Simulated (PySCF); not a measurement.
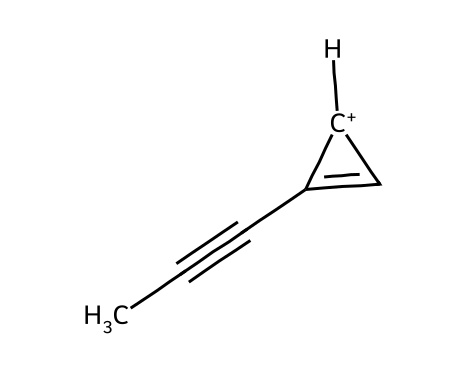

2D structure. Charge +1, singlet.

**Give its SMILES.**

CC#Cc1c[cH+]1

**What is the molecular formula?**

C6H5, charge +1.

More results for the same structure follow; atom numbers are the same in all pictures, views and colours differ. The geometry was computed by an optimisation with PBE0-D3(BJ)/def2-SVP. No frequency run is at hand to confirm it as a minimum.

Excitation

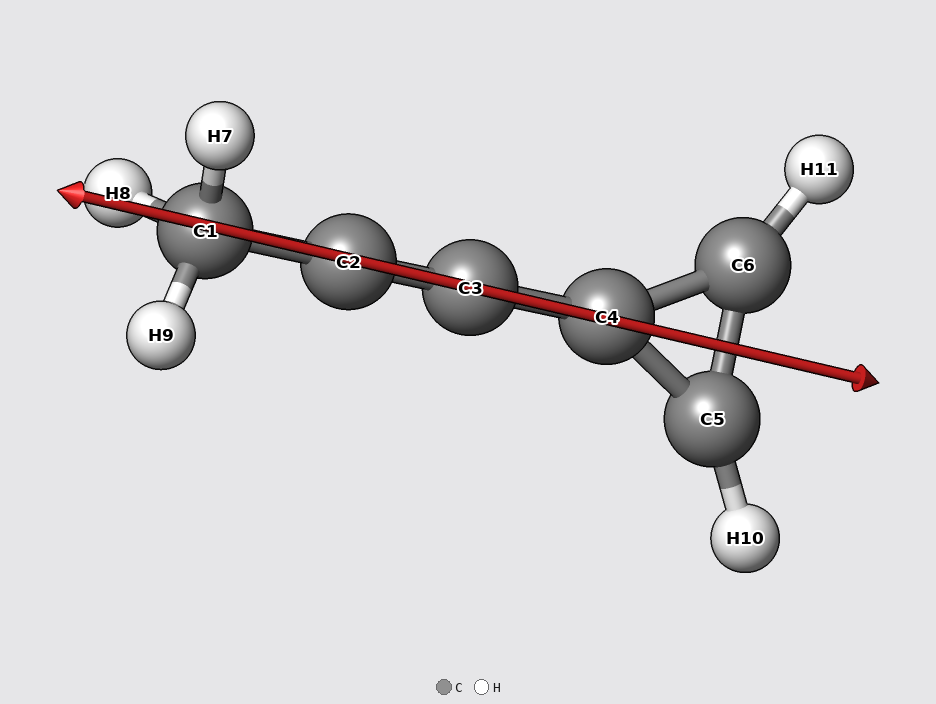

The double arrow shows the direction of the transition dipole to excited singlet state 2 (its length means nothing). No frequency run is at hand to confirm it as a minimum. Properties computed with TDDFT PBE0/def2-SVPD, vertical, IEF-PCM acetonitrile (non-equilibrium linear response), core orbitals frozen in the response (PySCF 2.14.0).

**How is the transition polarised?**

Nearly parallel to the C1–C2 bond.

**Where does the transition lie, and how strong is it?**

5.14 eV (241 nm), oscillator strength 0.31, mainly HOMO−1 → LUMO (weight 0.85); transition dipole 3.99 D.

Charges

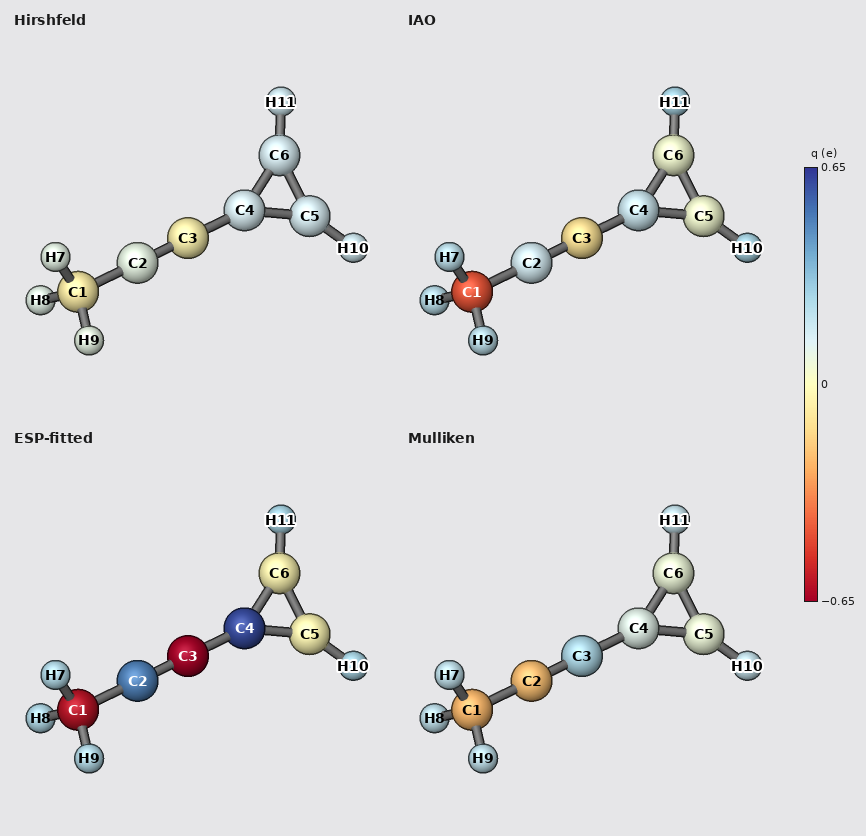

Atomic charges of one calculation by 4 schemes, on one colour scale. No frequency run is at hand to confirm it as a minimum. Computed with PBE0/pcSseg-1 in acetonitrile (IEF-PCM) (PySCF 2.14.0).

**Which scheme gives the most polar picture (largest mean size of the charges)?**

The ESP-fitted charges are the largest in size here, and the Hirshfeld charges the smallest.

**On which atom do the schemes disagree most?**

On C3 (from −0.64 to 0.25 e).

List the charges (e), one line for each set of equivalent atoms. Atoms whose distances differ by more than 0.02 Å in this geometry are listed apart.

| atom | Hirshfeld | IAO | ESP-fitted | Mulliken |
| --- | --- | --- | --- | --- |
| C1 | −0.06 | −0.44 | −0.59 | −0.22 |
| C2 | 0.09 | 0.15 | 0.48 | −0.20 |
| C3 | −0.04 | −0.11 | −0.64 | 0.25 |
| C4 | 0.14 | 0.17 | 0.60 | 0.11 |
| C5 | 0.14 | 0.05 | −0.03 | 0.06 |
| C6 | 0.14 | 0.05 | −0.03 | 0.06 |
| H7 | 0.09 | 0.21 | 0.23 | 0.20 |
| H8 | 0.10 | 0.22 | 0.24 | 0.20 |
| H9 | 0.09 | 0.20 | 0.23 | 0.19 |
| H10 | 0.16 | 0.25 | 0.25 | 0.18 |
| H11 | 0.16 | 0.25 | 0.26 | 0.18 |

NMR shielding

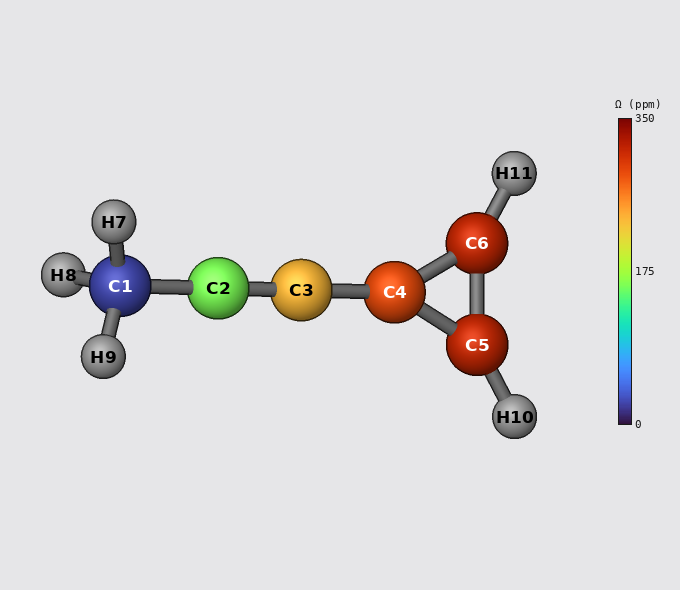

The C atoms are coloured by the span of their shielding tensor. No frequency run is at hand to confirm it as a minimum. Properties computed with GIAO PBE0/pcSseg-1 NMR shielding, non-relativistic, IEF-PCM acetonitrile (PySCF 2.14.0). Principal shieldings σ11 ≤ σ22 ≤ σ33, span Ω = σ33 − σ11, skew κ = 3(σiso − σ22)/Ω.

Give the shielding tensors of the C atoms.

```csv
atom,σ11,σ22,σ33,σiso,Ω,κ
C1,163.8,169.8,190.0,174.5,26.2,0.54
C2,−52.4,−9.4,107.3,15.2,159.7,0.46
C3,36.1,40.2,270.1,115.5,233.9,0.97
C4,−86.0,−64.6,201.9,17.1,287.9,0.85
C5,−116.0,−35.8,196.3,14.8,312.3,0.49
C6,−116.0,−35.7,196.3,14.9,312.3,0.49
```

Shieldings and span in ppm.

Mulliken values depend strongly on the basis set and can even reverse the polarity of a bond.
